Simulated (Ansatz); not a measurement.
# CH4Cl2OZr: a short trajectory

What does CH4Cl2OZr do in its first 50 fs with a Nosé-Hoover thermostat, with the temperature set to 1500 K?

Program: Ansatz 0.2.0, Gaussian basis. Level of theory: r2SCAN/def2-SVP with D4 dispersion. These are calculated values, not measurements.

### Step 1. Structure used throughout

The geometry comes from an earlier relaxation with PBE0-D4 in a triple-zeta def2 set; it is a stationary point, not always the lowest conformer. Zr takes the def2 core potential; no spin-orbit term is included.

SMILES `[CH3][Zr]([OH])([Cl])[Cl]`, 9 atoms, charge 0, spin multiplicity 1.

Atoms are counted from 1 here; the program's logs count them from 0.

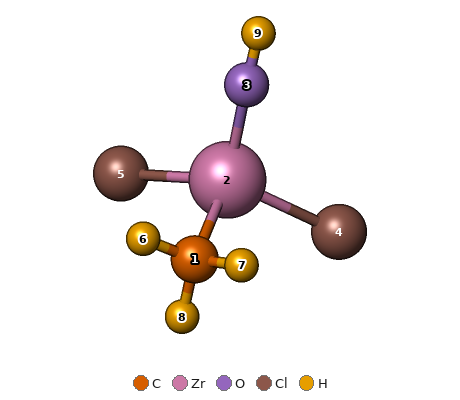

The structure; carbon orange, zirconium pink, oxygen purple, chlorine brown, hydrogen amber; atoms are numbered from 1 in the order of the file.

### Step 2. The run

in.yaml

```yaml
crystal:
  periodic: [false, false, false]
  atoms:
    - {symbol: C, position_ang: [-1.385423, -0.156354, 0.219845]}
    - {symbol: Zr, position_ang: [0.656776, 0.277925, -0.453652]}
    - {symbol: O, position_ang: [1.769684, -0.474846, 0.875953]}
    - {symbol: Cl, position_ang: [0.900898, -0.780086, -2.538401]}
    - {symbol: Cl, position_ang: [0.831945, 2.619710, -0.555800]}
    - {symbol: H, position_ang: [-1.578934, 0.292973, 1.200110]}
    - {symbol: H, position_ang: [-1.549726, -1.236488, 0.301175]}
    - {symbol: H, position_ang: [-2.112590, 0.248794, -0.493204]}
    - {symbol: H, position_ang: [2.467369, -0.791626, 1.443974]}
basis:
  gaussian: {orbitals: def2-SVP}
hamiltonian: {xc: {name: r2SCAN}, dispersion: d4}
md: {timestep: 1 fs, n_steps: 50, ensemble: nvt_nose_hoover, temperature: 1500, initial_velocities: maxwell_boltzmann, seed: 995}
```

Launch:

```
$ ansatz run in.yaml --threads 4 --pin off --events-out ev --progress --plain --max-ram 10444MiB
```

Log, shortened:

```text
Functional definition: r2SCAN
  name "r2SCAN"
  cite "Furness, Kaplan, Ning, Perdew & Sun, J. Phys. Chem. Lett. 11, 8208 (2020) doi:10.1021/acs.jpclett.0c02405"
  cite "Furness, Kaplan, Ning, Perdew & Sun, J. Phys. Chem. Lett. 11, 9248 (2020) doi:10.1021/acs.jpclett.0c03077"
  parent r2scan
[...]
1201 factors; their error is unknown
[...]
mean field -29468.75035308 eV, -1082.9566008394 hartree, gradient 8.3e-5 eV, S^2 0.000000; 0 other end points of the search recorded, 0 dependent functions left out
[...]
reference -29468.75038795 eV, -1082.9566021208 hartree; 32, 32 occupied and 83, 83 virtual orbitals, 1201 factors
md step     0: t =     0.00 fs  T =  1500.0 K  F+E_penalty+E_count = -29468.80879220 eV  E_kin = 1.357230 eV  conserved = -29467.45156221 eV  (29 SCF iters)
[...]
md step    12: t =    12.00 fs  T =  1034.6 K  F+E_penalty+E_count = -29468.38561009 eV  E_kin = 0.936162 eV  conserved = -29467.45190866 eV  (34 SCF iters, 7 dispersion substeps)
[...]
md step    24: t =    24.00 fs  T =   950.4 K  F+E_penalty+E_count = -29468.29669565 eV  E_kin = 0.859924 eV  conserved = -29467.44930882 eV  (33 SCF iters, 7 dispersion substeps)
[...]
md step    36: t =    36.00 fs  T =   974.9 K  F+E_penalty+E_count = -29468.29032902 eV  E_kin = 0.882148 eV  conserved = -29467.44402621 eV  (33 SCF iters, 7 dispersion substeps)
[...]
md step    48: t =    48.00 fs  T =   678.8 K  F+E_penalty+E_count = -29467.98766792 eV  E_kin = 0.614171 eV  conserved = -29467.44099006 eV  (33 SCF iters, 7 dispersion substeps)
[...]
md step    49: t =    49.00 fs  T =   625.9 K  F+E_penalty+E_count = -29467.93699006 eV  E_kin = 0.566292 eV  conserved = -29467.44018335 eV  (33 SCF iters, 7 dispersion substeps)
[...]
md step    50: t =    50.00 fs  T =   668.8 K  F+E_penalty+E_count = -29467.97696555 eV  E_kin = 0.605127 eV  conserved = -29467.44337664 eV  (32 SCF iters, 7 dispersion substeps)
Total energy: -29467.97699902 eV, -1082.9281806016 hartree
Atom 0 at    -1.261699     0.151228     0.107201 Å, force    -0.478889    -0.550508    -0.248511 eV/Å
Atom 1 at     0.728146     0.280082    -0.472089 Å, force     0.562751     0.587490    -2.205241 eV/Å
Atom 2 at     1.777973    -0.480319     0.842222 Å, force     0.851801    -0.652625     1.245768 eV/Å
Atom 3 at     0.811241    -0.910262    -2.609551 Å, force    -0.004705     0.307693     0.532170 eV/Å
Atom 4 at     0.678334     2.612915    -0.362495 Å, force     0.338866     0.563205    -0.123636 eV/Å
Atom 5 at    -1.349952     0.317860    -1.040476 Å, force    -1.071297     0.097047     1.268993 eV/Å
Atom 6 at    -1.755945     0.918403     0.802383 Å, force     0.225461    -1.471427    -1.096633 eV/Å
Atom 7 at    -1.313735    -0.988614     0.239580 Å, force    -0.687967     1.306341     0.276330 eV/Å
Atom 8 at     2.136477    -0.690276     1.700648 Å, force     0.263979    -0.187216     0.350760 eV/Å
Dipole moment:     0.074472    -0.210354     0.709825 e Å
```

It took 88 s on 4 threads of INTEL XEON PLATINUM 8581C at 2.10GHz, shared host.

### Step 3. The trajectory

Every 4 steps, with energies from the start:

```
time (fs)  T (K)  potential (meV)  conserved (meV)  C1–Zr2 (Å)
      0.0   1500              0.0             0.00       2.194
      4.0   1109            363.5             9.93       2.221
      8.0   1068            396.8             4.68       2.281
     12.0   1035            423.2            -0.35       2.335
     16.0    757            686.1             8.84       2.377
     20.0    780            670.1            10.65       2.398
     24.0    950            512.1             2.25       2.372
     28.0   1021            456.5             4.38       2.318
     32.0   1116            382.2             8.15       2.256
     36.0    975            518.5             7.54       2.184
     40.0   1151            362.7             1.90       2.142
     44.0   1096            428.5             6.03       2.123
     48.0    679            821.1            10.57       2.092
```

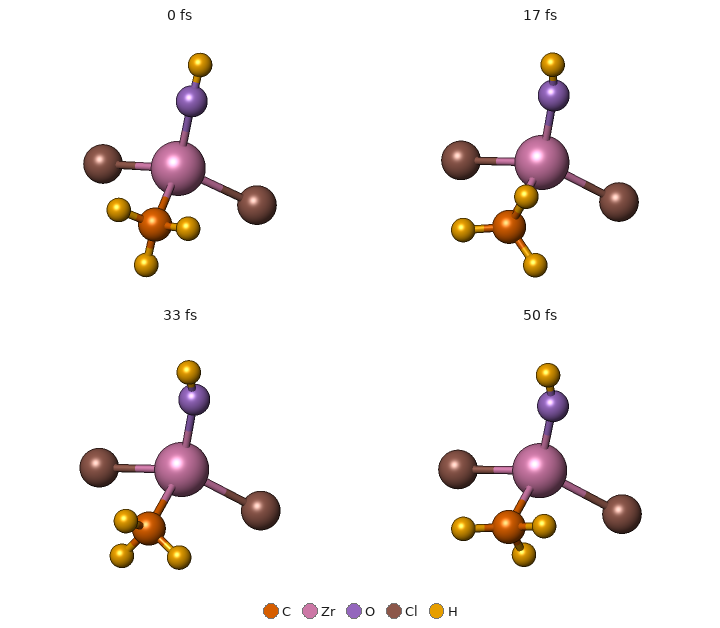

Four frames; sticks are those of the first frame.

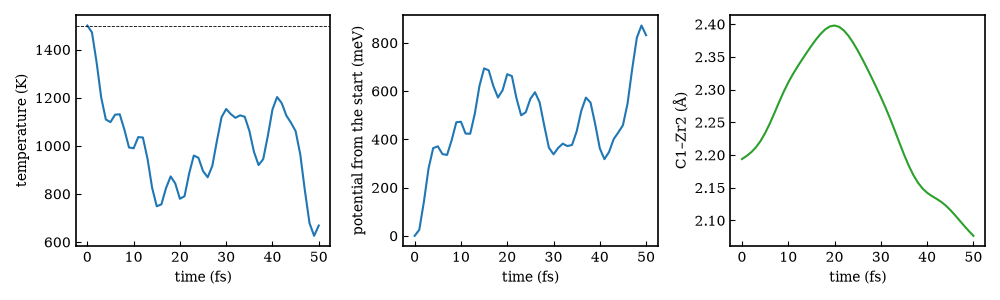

Temperature (the set value dashed), potential energy and the bond that swings most.

Positions (Å) and forces (eV/Å) at 50.0 fs:

```xyz
9

C    -1.262    0.151    0.107   -0.479   -0.551   -0.249
Zr    0.728    0.280   -0.472    0.563    0.587   -2.205
O     1.778   -0.480    0.842    0.852   -0.653    1.246
Cl    0.811   -0.910   -2.610   -0.005    0.308    0.532
Cl    0.678    2.613   -0.362    0.339    0.563   -0.124
H    -1.350    0.318   -1.040   -1.071    0.097    1.269
H    -1.756    0.918    0.802    0.225   -1.471   -1.097
H    -1.314   -0.989    0.240   -0.688    1.306    0.276
H     2.136   -0.690    1.701    0.264   -0.187    0.351
```

### Step 4. What came out

```
                              quantity                           value
                                length              50 steps of 1.0 fs
     temperature, first and last frame                     1500, 669 K
              temperature, second half  mean 999 K, from 626 to 1203 K
                swing of the potential                         872 meV
largest change of the conserved energy                       11.40 meV
                       range of C1–Zr2                2.076 to 2.398 Å
```

**Reading.** From 1500 K at the start the temperature swings between 626 and 1500 K: with 9 atoms it has no steady value yet; energy flows between kinetic and potential parts, and any thermostat adds or takes heat. The conserved energy moves by 11.40 meV, 1.3 % of the potential's swing, so the step is short enough for this stretch. C1–Zr2 swings most, by 0.32 Å; no bond breaks. A run of 50 fs gives no averages.
